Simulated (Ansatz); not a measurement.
**HCl···H6O7Si2: density, localisation and related maps**

```tsv
atom	x (Å)	y (Å)	z (Å)
Cl	0.3361	-0.1531	-3.6063
H	0.4227	0.1968	-2.3618
O	-1.7631	-1.5228	-0.0816
Si	-0.1405	-1.4329	-0.0608
O	0.4825	-2.5193	-1.0787
O	0.5009	-1.6682	1.4278
O	0.3325	0.0978	-0.4328
Si	0.1918	1.4386	0.5003
O	-1.4087	1.4796	0.8358
O	0.5996	2.7824	-0.3061
O	1.1450	1.3065	1.8106
H	-2.2153	-0.7301	0.2245
H	0.2305	-2.4633	-2.0040
H	0.2789	-2.4786	1.8881
H	-1.7376	2.2056	1.3676
H	1.5191	3.0510	-0.2766
H	1.2253	0.4097	2.1541
```

Geometry: PBE0-D4/def2-TZVP.

All numbers below come from Ansatz, RKS PBE0-D4/def2-TZVPPD.

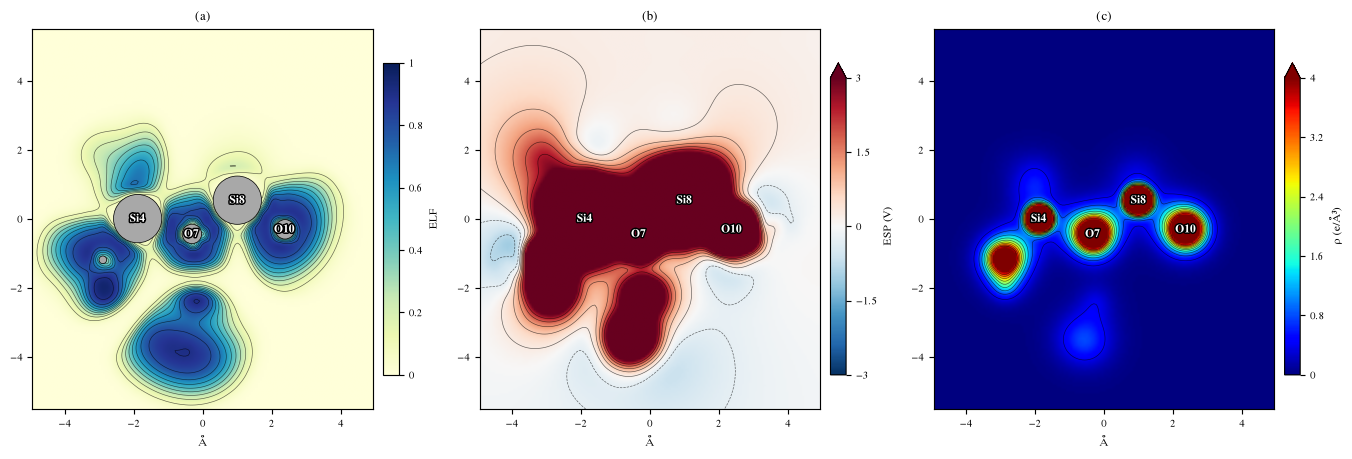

Figure 1. (a) ELF; (b) molecular electrostatic potential; (c) electron density on the plane of atoms O7, Si8 and O10. Grey discs cover the atomic cores in the ELF map.

**What does the map show?**

The plane passes through Si and O nuclei.
Si–O (1.64 Å): ρ is about 1.2 e/Å³ halfway; the ELF peaks at about 0.85 between the atoms; a polar covalent bond.
The ELF also peaks beside Cl1, O5 and O10, away from the bonds: lone-pair regions.
Outside the dense part of the complex the potential is most negative (−1.0 V) near O5, which lies off the plane.

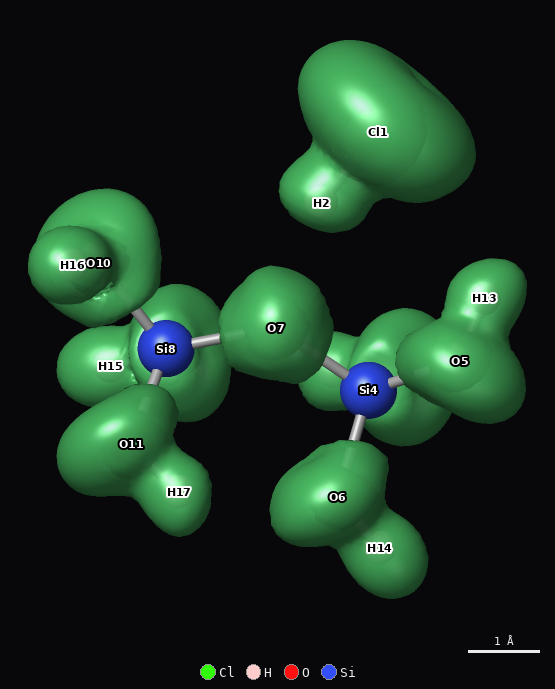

Figure 2. Isosurface of the electron localisation function at 0.75 (green), seen at a tilt. Only the valence region is drawn (cores and ρ < 0.01 e/Å³ removed).

**Identify the bonds, lone pairs and shells in this picture.**

The ELF exceeds this value in one region on O in which the atom's valence shell and bonds are merged, one joined region spread over several atoms (Cl, H), in which their bonds and any lone pairs are merged and six joined regions spread over several atoms (H, O), in which their bonds and any lone pairs are merged. Along the contacts the grid gives the following. O7···H2 (1.93 Å): the ELF dips to about 0.10 between them. Si–O (1.61 Å): the ELF peaks at about 0.85 between the atoms: a polar covalent bond.

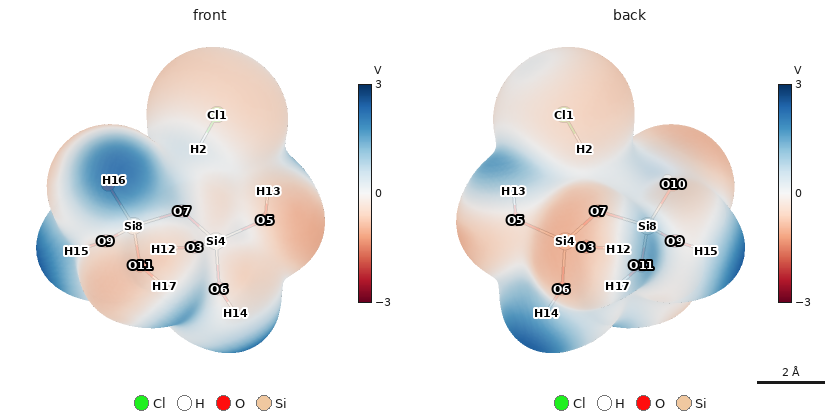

Figure 3. The electrostatic potential painted on the density surface at 0.001 e/bohr³, seen from the front and from behind; red is negative and blue positive.

**Describe the electrostatic potential map.**

The most negative region (about −1.0 V, or −23 kcal/mol for a unit charge) lies over O3 and O5, the most positive (about +2.4 V, or +55 kcal/mol for a unit charge) over H14, H15 and H16.
